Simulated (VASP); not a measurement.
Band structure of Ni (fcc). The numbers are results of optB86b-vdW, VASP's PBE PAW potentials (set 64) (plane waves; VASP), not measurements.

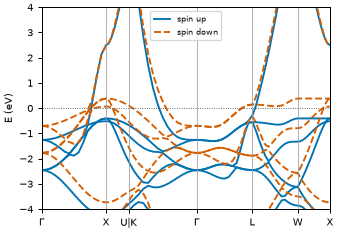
Fig. 1. Bands along high-symmetry lines, zero at the valence-band maximum or, without a gap, the Fermi level

**Question.** Read the plot: is there a gap, and where are the band edges?

**Answer.** It has no gap at this level: it comes out as a metal or semimetal. (Edges off the drawn lines would not show.)

The compound is Ni in the fcc structure. It was relaxed first.
